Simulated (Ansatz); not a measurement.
## Profile along the O–Ni line in NiO (rock salt)

NiO (rock salt)

```xyz
2
Lattice="0.0000 2.1079 2.1079 2.1079 0.0000 2.1079 2.1079 2.1079 0.0000" Properties=species:S:1:pos:R:3 pbc="T T T"
O      0.0000     0.0000     0.0000
Ni     2.1079     2.1079     2.1079
```

Fields along a shortest O–Ni line of a {100} plane (2.11 Å), from O to Ni, interpolated on the slice's grid (step about 0.1 Å). Method: PBE (plane waves to 420 eV, PAW, scalar-relativistic; Ansatz, an electronic-structure program). k mesh 19×19×19. Inside the PAW spheres the values are not all-electron values, and peaks at nuclei hang on which shells count as valence. NiO is run spin-polarised and with no Hubbard U; the real compound is an antiferromagnetic insulator, a state that this run doesn't describe. NiO was relaxed with its symmetry unable to fall. Relaxed NiO ends ferromagnetic. Other magnetic orders were not checked, so this need not be the ground state.

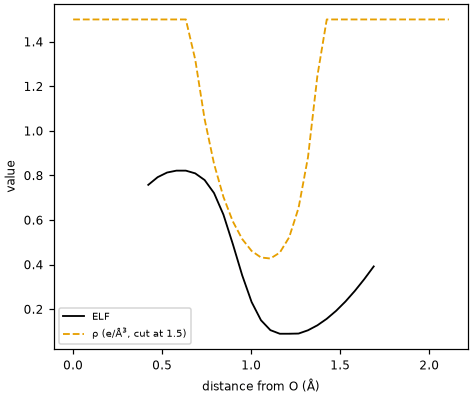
ELF (away from the nuclei) and valence density from O to Ni.

Density on the O–Ni line (2.11 Å) at its density minimum, 1.1 Å from O: 0.43 e/Å³. ELF at that point: 0.1.
